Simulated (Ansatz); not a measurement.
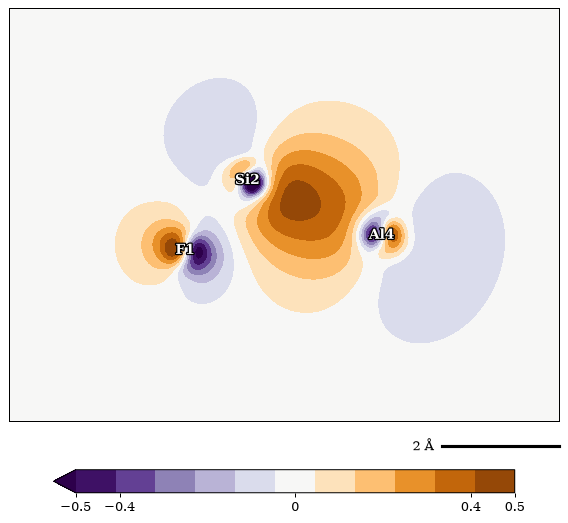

*AlF$_{2}$H$_{3}$Si (SMILES F[SiH](F)[AlH2]). One frontier orbital on the plane of atoms F1, Si2 and Al4 (values in Å⁻³ᐟ²; the overall sign is arbitrary).*

Geometry: PBE0-D4/def2-TZVP.

Level of theory: RKS PBE0-D4/def2-TZVPP (Ansatz 0.2.0).

```xyz
7

F    -0.1275   -1.7817    1.2180
Si    0.6903   -0.6657    0.4116
F     1.4459   -1.4227   -0.7802
Al   -0.8983    0.9845   -0.5416
H     1.7556   -0.1927    1.3354
H    -0.7745    2.5178   -0.1529
H    -2.0301    0.4925   -1.5362
```

> Which orbital is it: HOMO or LUMO?

The HOMO, at −7.84 eV. It lies mainly on Si2 (about 35 %), Al4 (about 30 %), H5 (about 10 %), H7 (about 5 %) and H6 (about 5 %).
